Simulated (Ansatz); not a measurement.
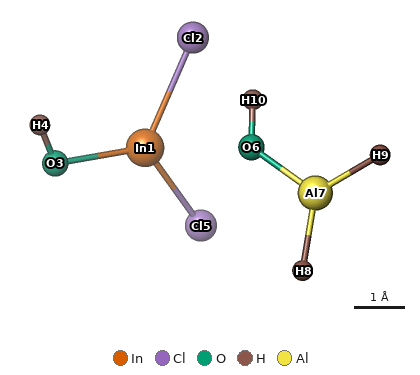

Figure 1. The input geometry (ball-and-stick view, seen at a tilt; atoms are numbered from 1 in the order of the input). Sticks mark near contacts.

**Geometry relaxation, with input and output: AlInH4Cl2O2 (part 1 of 2)**

System: AlInH4Cl2O2.
Method: RKS PBE0-D4/def2-SVP (Ansatz 0.2.0).

It belongs to a series of runs on one base structure; here: end point A relaxed. Figures and captions count atoms from 1; the log counts them from 0 in places.

The program's output:
```
The last accepted step is kept in [file] (removed where the run ends without a failure and the disk answers)
Engine: ansatz 0.2.0, aarch64-unknown-linux-gnu
Functional definition: PBE0
  parameter a = 0.25
  parameter kappa = 0.804
  parameter beta = 0.06672455060314922
  exchange = (1 - a)*pbe_x(kappa = kappa, mu = beta*pi^2/3) + a*exact_x
  correlation = pbe_c(beta = beta)
1371 factors; integrals over basis functions are off by at most 4.5e-4 eV
mean field evaluation 1: about -40940.4763 eV, gradient 7.3e1 eV
mean field evaluation 2: about -40888.4480 eV, gradient 1.7e2 eV
mean field evaluation 4: about -40950.0500 eV, gradient 1.4e1 eV
mean field evaluation 8: about -40950.4428 eV, gradient 2.8e-1 eV
mean field evaluation 16: about -40950.4430 eV, gradient 3.1e-5 eV
mean field -40950.44299150 eV, -1504.9010227303 hartree, gradient 3.1e-5 eV, S^2 0.000000; 0 other end points of the search recorded, 0 dependent functions left out
the calculation of the forces begins
reference -40950.44303695 eV, -1504.9010244008 hartree; 44, 44 occupied and 84, 84 virtual orbitals, 1371 factors
relax step   1: F+E_penalty+E_count = -40950.66184279 eV  Δ(F+E_penalty+E_count) = +0.000e0 eV  max|allowed force component| = 9.165e-1 eV/Å  Δτ_max = 0.0000 Å  (26 SCF iters, accepted)
these checks for a lower state are left out or cut short: starts, cluster_reference, orbital_swaps, neighbouring_geometries, increment
1371 factors; integrals over basis functions are off by at most 4.2e-4 eV
mean field -40950.65435306 eV, -1504.9087901245 hartree, gradient 1.6e-5 eV, S^2 0.000000; 0 other end points of the search recorded, 0 dependent functions left out
[... from here on the field's lines of each further geometry are left out, up to the last ...]
relax step   2: F+E_penalty+E_count = -40950.88260609 eV  Δ(F+E_penalty+E_count) = -2.208e-1 eV  max|allowed force component| = 5.990e-1 eV/Å  Δτ_max = 0.1941 Å  (29 SCF iters, accepted)
relax step   3: F+E_penalty+E_count = -40951.06427979 eV  Δ(F+E_penalty+E_count) = -1.817e-1 eV  max|allowed force component| = 6.380e-1 eV/Å  Δτ_max = 0.1948 Å  (29 SCF iters, accepted)
relax step   4: F+E_penalty+E_count = -40951.12321190 eV  Δ(F+E_penalty+E_count) = -5.893e-2 eV  max|allowed force component| = 1.866e0 eV/Å  Δτ_max = 0.1951 Å  (29 SCF iters, accepted)
relax step   5: F+E_penalty+E_count = -40951.24763646 eV  Δ(F+E_penalty+E_count) = -1.244e-1 eV  max|allowed force component| = 7.181e-1 eV/Å  Δτ_max = 0.1937 Å  (30 SCF iters, accepted)
relax step   6: F+E_penalty+E_count = -40951.28339566 eV  Δ(F+E_penalty+E_count) = -3.576e-2 eV  max|allowed force component| = 3.747e-1 eV/Å  Δτ_max = 0.1595 Å  (28 SCF iters, accepted)
relax step   7: F+E_penalty+E_count = -40951.31747219 eV  Δ(F+E_penalty+E_count) = -3.408e-2 eV  max|allowed force component| = 4.236e-1 eV/Å  Δτ_max = 0.1561 Å  (29 SCF iters, accepted)
relax step   8: F+E_penalty+E_count = -40951.35800610 eV  Δ(F+E_penalty+E_count) = -4.053e-2 eV  max|allowed force component| = 3.108e-1 eV/Å  Δτ_max = 0.1949 Å  (29 SCF iters, accepted)
relax step   9: F+E_penalty+E_count = -40951.41333216 eV  Δ(F+E_penalty+E_count) = -5.533e-2 eV  max|allowed force component| = 2.561e-1 eV/Å  Δτ_max = 0.1977 Å  (29 SCF iters, accepted)
relax step  10: F+E_penalty+E_count = -40951.50138271 eV  Δ(F+E_penalty+E_count) = -8.805e-2 eV  max|allowed force component| = 2.701e-1 eV/Å  Δτ_max = 0.1951 Å  (29 SCF iters, accepted)
relax step  11: F+E_penalty+E_count = -40951.65802032 eV  Δ(F+E_penalty+E_count) = -1.566e-1 eV  max|allowed force component| = 3.248e-1 eV/Å  Δτ_max = 0.1950 Å  (29 SCF iters, accepted)
relax step  12: F+E_penalty+E_count = -40951.82653968 eV  Δ(F+E_penalty+E_count) = -1.685e-1 eV  max|allowed force component| = 4.293e-1 eV/Å  Δτ_max = 0.1950 Å  (28 SCF iters, accepted)
relax step  13: F+E_penalty+E_count = -40951.90289698 eV  Δ(F+E_penalty+E_count) = -7.636e-2 eV  max|allowed force component| = 8.257e-1 eV/Å  Δτ_max = 0.1950 Å  (29 SCF iters, accepted)
relax step  14: F+E_penalty+E_count = -40951.98990054 eV  Δ(F+E_penalty+E_count) = -8.700e-2 eV  max|allowed force component| = 2.830e-1 eV/Å  Δτ_max = 0.1935 Å  (29 SCF iters, accepted)
relax step  15: F+E_penalty+E_count = -40952.01022674 eV  Δ(F+E_penalty+E_count) = -2.033e-2 eV  max|allowed force component| = 3.110e-1 eV/Å  Δτ_max = 0.0944 Å  (28 SCF iters, accepted)
relax step  16: F+E_penalty+E_count = -40952.01244450 eV  Δ(F+E_penalty+E_count) = -2.218e-3 eV  max|allowed force component| = 6.972e-1 eV/Å  Δτ_max = 0.1334 Å  (29 SCF iters, accepted)
relax step  17: F+E_penalty+E_count = -40952.02031822 eV  Δ(F+E_penalty+E_count) = -7.874e-3 eV  max|allowed force component| = 3.625e-1 eV/Å  Δτ_max = 0.0564 Å  (28 SCF iters, accepted)
relax step  18: F+E_penalty+E_count = -40952.01575901 eV  Δ(F+E_penalty+E_count) = +4.559e-3 eV  max|allowed force component| = 5.151e-1 eV/Å  Δτ_max = 0.1957 Å  (29 SCF iters, rejected (line search))
relax step  19: F+E_penalty+E_count = -40952.02588209 eV  Δ(F+E_penalty+E_count) = -5.564e-3 eV  max|allowed force component| = 1.750e-1 eV/Å  Δτ_max = 0.0978 Å  (28 SCF iters, accepted)
relax step  20: F+E_penalty+E_count = -40952.03045820 eV  Δ(F+E_penalty+E_count) = -4.576e-3 eV  max|allowed force component| = 2.823e-2 eV/Å  Δτ_max = 0.0770 Å  (29 SCF iters, accepted)
relax step  21: F+E_penalty+E_count = -40952.01241749 eV  Δ(F+E_penalty+E_count) = +1.804e-2 eV  max|allowed force component| = 9.724e-1 eV/Å  Δτ_max = 0.1468 Å  (28 SCF iters, rejected (line search))
relax step  22: F+E_penalty+E_count = -40952.03064340 eV  Δ(F+E_penalty+E_count) = -1.852e-4 eV  max|allowed force component| = 2.341e-1 eV/Å  Δτ_max = 0.0716 Å  (28 SCF iters, accepted)
relax step  23: F+E_penalty+E_count = -40952.03206849 eV  Δ(F+E_penalty+E_count) = -1.425e-3 eV  max|allowed force component| = 6.575e-2 eV/Å  Δτ_max = 0.0176 Å  (29 SCF iters, accepted)
relax step  24: F+E_penalty+E_count = -40952.03231528 eV  Δ(F+E_penalty+E_count) = -2.468e-4 eV  max|allowed force component| = 3.214e-2 eV/Å  Δτ_max = 0.0360 Å  (28 SCF iters, accepted)
relax step  25: F+E_penalty+E_count = -40952.03241354 eV  Δ(F+E_penalty+E_count) = -9.826e-5 eV  max|allowed force component| = 3.318e-2 eV/Å  Δτ_max = 0.0351 Å  (28 SCF iters, accepted)
the calculation of the forces begins
reference -40951.77097233 eV, -1504.9498251257 hartree; 44, 44 occupied and 84, 84 virtual orbitals, 1371 factors
relax step  26: F+E_penalty+E_count = -40952.03281899 eV  Δ(F+E_penalty+E_count) = -4.054e-4 eV  max|allowed force component| = 2.227e-2 eV/Å  Δτ_max = 0.0170 Å  (28 SCF iters, accepted)
1371 factors; integrals over basis functions are off by at most 5.5e-4 eV
mean field evaluation 192: about -40951.7704 eV, gradient 4.6e-2 eV
```

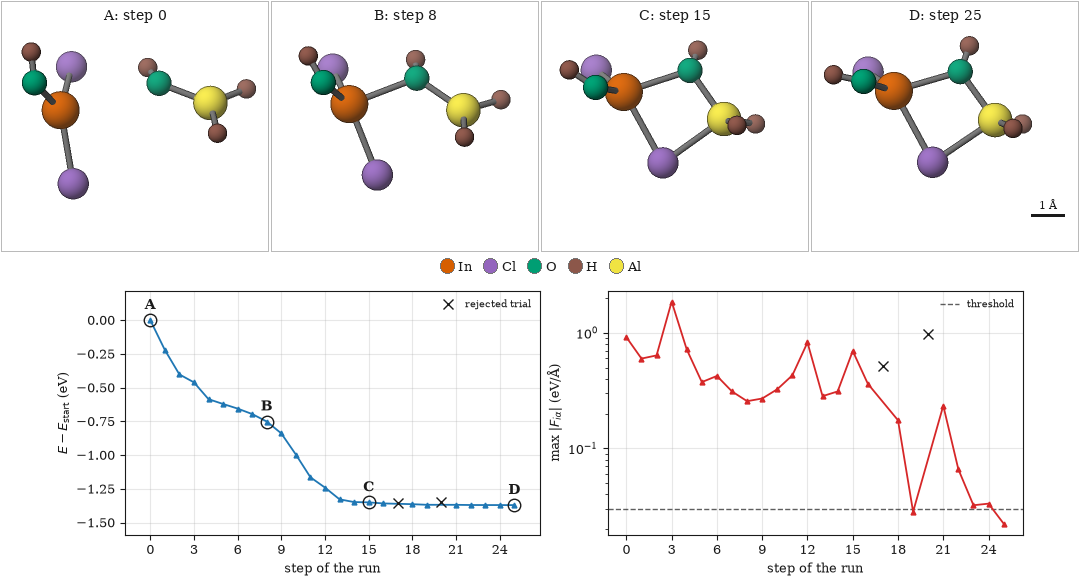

Figure 2. Frames of the relaxation (ball-and-stick view, seen at a tilt) above the curves, on which the letters mark them (the first geometry is step 0 here and step 1 in the log).

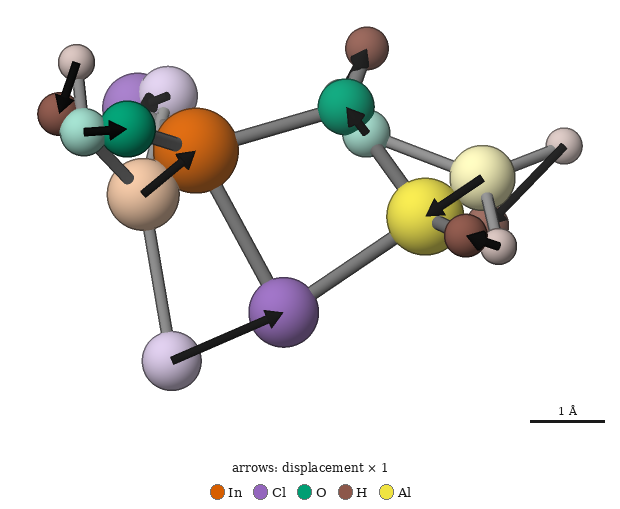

Figure 3. Start (faint) and end (solid) with the displacements as black arrows, at true length (ball-and-stick view, seen at a tilt). The two geometries are laid on each other by the best rigid fit. Over 25 geometry steps the energy falls by 1.371 eV. The largest force component goes from 0.92 to 0.022 eV/Å. The line search rejected the trial steps at points 17, 20 (counted from 0) and went back. Cl5 moves most after the best rigid fit: 1.67 Å. Largest moves by element: Cl 1.67 Å, H 1.54 Å, In 0.95 Å, Al 0.95 Å, O 0.60 Å. Among the contacts that change: Cl5–Al7 4.939 → 2.347 Å, In1–O6 3.171 → 2.145 Å, In1–Cl5 2.319 → 2.519 Å, O6–Al7 1.714 → 1.852 Å. New bonds form: Cl5–Al7 (4.94 → 2.35 Å), In1–O6 (3.17 → 2.14 Å). Among the angles that change: O3–In1–Cl5 123.2° → 110.9°, O6–Al7–H9 118.7° → 109.7°, Cl2–In1–O3 118.4° → 125.9°. (Atoms are counted from 1 in the order of the input.)

```
mean field -40951.77092917 eV, -1504.9498235397 hartree, gradient 2.3e-5 eV, S^2 0.000000; 1 other end points of the search recorded, 0 dependent functions left out
the calculation of the forces begins
reference -40951.77097233 eV, -1504.9498251257 hartree; 44, 44 occupied and 84, 84 virtual orbitals, 1371 factors
Total energy: -40952.03286215 eV, -1504.9594493991 hartree
Atom 0 at     0.133559     0.172590     0.414335 Å, force    -0.010318    -0.007261     0.007732 eV/Å
Atom 1 at     0.380387    -0.927051     2.460614 Å, force    -0.000610     0.003384    -0.000474 eV/Å
Atom 2 at     1.293996    -0.053709    -1.174190 Å, force     0.019837    -0.017168    -0.001936 eV/Å
Atom 3 at     1.846640    -0.841975    -1.103102 Å, force    -0.013261     0.016847    -0.004153 eV/Å
Atom 4 at    -2.279192     0.419640    -0.264839 Å, force     0.009348    -0.000543    -0.001046 eV/Å
Atom 5 at    -0.243121     2.245620     0.815943 Å, force     0.022275     0.002609     0.009000 eV/Å
Atom 6 at    -1.975192     2.673253     0.317731 Å, force    -0.020668     0.006413     0.005046 eV/Å
Atom 7 at    -2.027354     3.487249    -1.036371 Å, force     0.001241     0.001623    -0.000671 eV/Å
Atom 8 at    -2.839244     2.994700     1.607393 Å, force     0.001544     0.000420    -0.000409 eV/Å
Atom 9 at     0.178722     2.662183     1.576587 Å, force    -0.009389    -0.006325    -0.013089 eV/Å
Dipole moment:     0.395781     0.030380     0.195952 e Å
```

Trajectory as extended XYZ (Å, eV, eV/Å), 26 frames, from step=1 to step=26:
```
10
Properties=species:S:1:pos:R:3:forces:R:3 step=1 energy=-40950.66184
In   -0.0155   -0.6474   -0.0355    0.0134   0.6092   0.8071
Cl    0.4794   -0.3552    2.3130   -0.1297  -0.0912  -0.6431
O     1.4870   -0.6317   -1.3210    0.0583   0.0181   0.0187
H     2.3167   -0.3947   -0.8838   -0.0701  -0.0177  -0.0291
Cl   -2.1875   -1.2049   -0.6270    0.0086   0.0077   0.0071
O    -0.6980    2.3294    0.8165    0.5147  -0.9165   0.6262
Al   -1.8747    3.5618    0.6280   -0.0411   0.0909   0.0948
H    -2.4518    3.7296   -0.8322    0.0220  -0.0023   0.0045
H    -2.2642    4.4465    1.8917   -0.0016  -0.0532  -0.0748
H    -0.3220    1.9992    1.6643   -0.3745   0.3550  -0.8114
10
Properties=species:S:1:pos:R:3:forces:R:3 step=2 energy=-40950.88261
In   -0.0437   -0.4634    0.0194   -0.2208   0.5340  -0.1045
Cl    0.4675   -0.2953    2.3004    0.1389  -0.0411   0.3425
O     1.4442   -0.5454   -1.2904    0.1689   0.0999   0.0974
H     2.3024   -0.3882   -0.8666   -0.2345  -0.0281  -0.0802
Cl   -2.1895   -1.1100   -0.5919   -0.0342   0.0179  -0.0113
O    -0.7550    2.1490    0.7869    0.5990  -0.5839   0.2267
Al   -1.8233    3.4933    0.6104   -0.3116  -0.0120  -0.0371
H    -2.4222    3.6899   -0.8376    0.0897  -0.0115  -0.0028
H    -2.2190    4.3851    1.8664    0.1568  -0.0824  -0.0388
H    -0.2924    1.9173    1.6172   -0.3524   0.1073  -0.3919
10
Properties=species:S:1:pos:R:3:forces:R:3 step=3 energy=-40951.06428
In   -0.0971   -0.2824    0.0680    0.0597   0.3180  -0.6380
Cl    0.4929   -0.3010    2.3299    0.1374   0.0226   0.5202
O     1.3930   -0.4562   -1.2657    0.1651   0.1939   0.4001
H     2.2717   -0.3841   -0.8478   -0.5393  -0.0105  -0.1538
Cl   -2.1968   -1.0612   -0.5821   -0.0428   0.0983   0.0292
O    -0.7169    2.0735    0.7452    0.4231  -0.6341   0.1515
Al   -1.8168    3.4154    0.5884   -0.2280   0.1207  -0.1392
H    -2.3962    3.6539   -0.8606    0.0796  -0.0845   0.0176
H    -2.1768    4.3238    1.8435    0.1609  -0.1852  -0.0234
H    -0.2878    1.8509    1.5952   -0.2157   0.1609  -0.1642
10
Properties=species:S:1:pos:R:3:forces:R:3 step=4 energy=-40951.12321
In   -0.1230   -0.0892    0.0761   -0.9625  -0.6067   0.3047
Cl    0.5186   -0.2851    2.3485    0.0992   0.0326   0.3504
O     1.2949   -0.3360   -1.2197    1.8660   0.0408  -0.4155
H     2.1889   -0.3495   -0.8063   -0.9447   0.0295  -0.4369
Cl   -2.2006   -0.9713   -0.5689   -0.0463   0.1659   0.0566
O    -0.6854    1.9511    0.7324    0.0546   0.4725   0.2550
Al   -1.7919    3.3133    0.5431   -0.1751   0.1445  -0.1031
H    -2.3537    3.5781   -0.9055    0.0908  -0.1467   0.0109
H    -2.1066    4.2256    1.8069    0.1567  -0.2332  -0.0431
H    -0.2720    1.7956    1.6075   -0.1388   0.1008   0.0209
10
Properties=species:S:1:pos:R:3:forces:R:3 step=5 energy=-40951.24764
In   -0.1371   -0.1567    0.0945    0.1284   0.0264  -0.2079
Cl    0.5138   -0.2497    2.3952    0.0378  -0.1862   0.0566
O     1.3250   -0.1947   -1.2780    0.4240  -0.0881   0.5080
H     2.1977   -0.3360   -0.8537   -0.7181   0.1358  -0.2894
Cl   -2.3107   -0.8206   -0.5172    0.1366   0.0837   0.0683
O    -0.6449    1.9496    0.7776    0.0708  -0.0104   0.2169
Al   -1.7752    3.2617    0.4942   -0.0570   0.0446   0.0040
H    -2.3026    3.4615   -0.9753    0.0532  -0.0632   0.0233
H    -2.0677    4.1314    1.7819   -0.0127  -0.0260  -0.0505
H    -0.3290    1.7859    1.6949   -0.0630   0.0835  -0.3293
10
Properties=species:S:1:pos:R:3:forces:R:3 step=6 energy=-40951.28340
In   -0.1304   -0.1557    0.1229    0.1220   0.0123  -0.0471
Cl    0.5108   -0.4065    2.4242   -0.0643   0.0302  -0.2410
O     1.3112   -0.1489   -1.2642   -0.0488  -0.0302   0.2451
H     2.1717   -0.2791   -0.8405   -0.1183   0.0283  -0.0789
Cl   -2.3381   -0.7064   -0.4592    0.0258   0.0362   0.0211
O    -0.6033    1.9737    0.7524    0.2554  -0.2413   0.3747
Al   -1.7940    3.2307    0.4696   -0.0110   0.0333  -0.0465
H    -2.2983    3.4026   -1.0090    0.0085  -0.0407   0.0195
H    -2.0915    4.0943    1.7557   -0.0596   0.0010  -0.0205
H    -0.2689    1.8278    1.6621   -0.1097   0.1711  -0.2264
10
Properties=species:S:1:pos:R:3:forces:R:3 step=7 energy=-40951.31747
In   -0.1410   -0.1319    0.1257   -0.0047  -0.0022   0.3071
Cl    0.4923   -0.5113    2.4082   -0.0484   0.0298  -0.2451
O     1.2818   -0.1086   -1.2568   -0.3440   0.0282  -0.2209
H     2.1332   -0.2336   -0.8382    0.4236  -0.0579   0.1393
Cl   -2.3832   -0.5609   -0.4248   -0.0382   0.0642  -0.0076
O    -0.5245    1.9890    0.7907    0.0814   0.0010   0.1814
Al   -1.7944    3.1635    0.4464    0.0877  -0.0803   0.0067
H    -2.2665    3.2786   -1.0468    0.0090  -0.0344   0.0142
H    -2.1482    4.0367    1.7099   -0.0848   0.0158  -0.0135
H    -0.1803    1.9110    1.7000   -0.0816   0.0357  -0.1616
10
Properties=species:S:1:pos:R:3:forces:R:3 step=8 energy=-40951.35801
In   -0.1394   -0.1101    0.1478   -0.0122   0.0205   0.2340
Cl    0.5104   -0.5902    2.3920   -0.0535   0.0109  -0.1519
O     1.2602   -0.1014   -1.2564   -0.2508   0.0064  -0.2209
H     2.1232   -0.2263   -0.8578    0.3108  -0.0541   0.1049
Cl   -2.4197   -0.3715   -0.3971    0.0100   0.0888   0.0322
O    -0.4603    2.0113    0.8231    0.0054   0.0619   0.1143
Al   -1.7947    3.1037    0.4313    0.0131  -0.1285  -0.0083
H    -2.2372    3.1700   -1.0740    0.0432   0.0062   0.0180
H    -2.2343    3.9856    1.6661   -0.0511  -0.0329  -0.0343
H    -0.1390    1.9614    1.7390   -0.0149   0.0208  -0.0879
```
